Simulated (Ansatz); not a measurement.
Partial pair distribution functions of a relaxed model of amorphous Hf18O37K2, broadened by 0.06 Å; density 8.44 g/cm³. Computed with PBE, scalar-relativistic without spin-orbit coupling (plane waves to 420 eV, PAW; Ansatz, an electronic-structure program).

Preparation: random packing, a CHGNet melt and quench, and a DFT relaxation. O atoms were pushed apart under 1.9 Å during the dynamics, to hinder bonds among them. The hot cell started wider than the set density and was brought back towards it in steps. It is the lowest in DFT energy of 2 quenches. It is a model cell: composition and starting density were chosen by hand, and all elements were melted together. No dispersion term was used. Its density started from a set value of 8.44 and ended at 8.44 g/cm³. The quench (nominally 300 K/ps over its main leg) was far faster than any real one, so the model tends to hold more defects than a real film. A cell of this size samples the disorder only roughly. The volume was held where the preparation left it and the shape relaxed, at a PBE pressure of 4.1 GPa. Stress components on the final sampling reach 4.1 GPa.

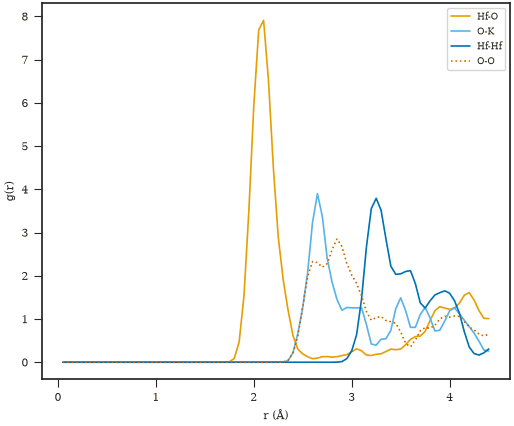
*Partial pair distribution functions*

Highest peaks under 4.5 Å: Hf-O near 2.10 Å, O-K near 2.65 Å, Hf-Hf near 3.25 Å, O-O near 2.85 Å; pairs of few atoms are noisy.

Within 2.56 Å each Hf has 6.17 O neighbours on average.
